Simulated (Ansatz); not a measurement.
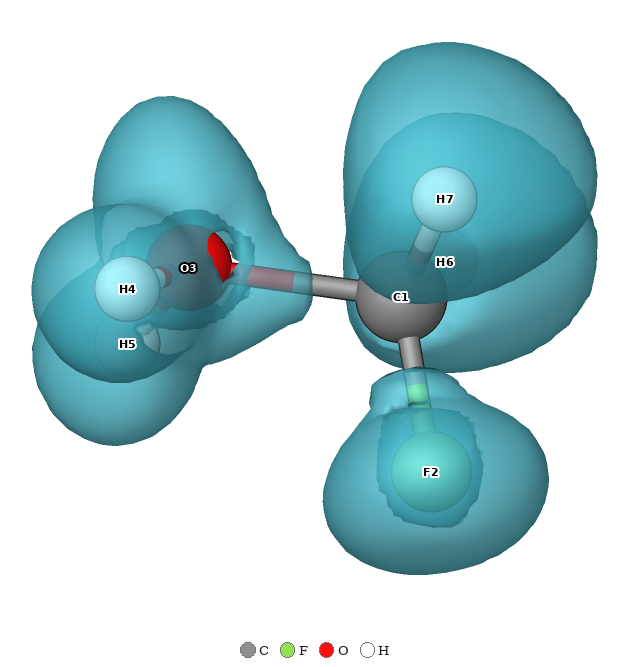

Figure 1: CH4FO (SMILES [OH2+]CF) (charge +1). Isosurface of the ELF at 0.75 (cyan), seen from one side. Core shells and regions of very low density are left out.

Geometry: B3LYP/6-31G*.

These are results of Ansatz, isolated molecule in a Gaussian basis; Kohn-Sham density functional theory, functional PBE0, not measurements.

The calculation's input:

```
basis:
  gaussian: {orbitals: def2-TZVPD}
crystal:
  periodic: [false, false, false]
  atoms:
    - {symbol: C, position_ang: [0.680163, -0.195522, -0.626089]}
    - {symbol: F, position_ang: [1.866142, -0.660273, -0.970260]}
    - {symbol: O, position_ang: [0.592967, -0.236257, 0.918740]}
    - {symbol: H, position_ang: [1.261932, 0.337572, 1.362637]}
    - {symbol: H, position_ang: [0.659450, -1.148435, 1.289361]}
    - {symbol: H, position_ang: [-0.143491, -0.842180, -0.928067]}
    - {symbol: H, position_ang: [0.549626, 0.864316, -0.843972]}
total_charge: 1
hamiltonian: {xc: {name: PBE0}}
output: {forces: true, orbitals: {seedname: orbitals}}
```

Command:

```sh
ansatz run input.yaml --threads 1 --pin off --max-ram 2610MiB --events-out events.jsonl --progress --plain --runs-dir runs
```

Question: Describe the localisation domains.

Answer: The surface consists of two regions around hydrogen nuclei, one region on F in which the atom's valence shell and bonds are merged and one joined region spread over several atoms (H, O), in which their bonds and any lone pairs are merged. Profiles from the grid: C–F (1.32 Å): the ELF peaks at about 0.85 between the atoms, as expected for a polar covalent bond. C–O (1.55 Å): the ELF peaks at about 0.90 between the atoms (a shared but strongly polarised pair).
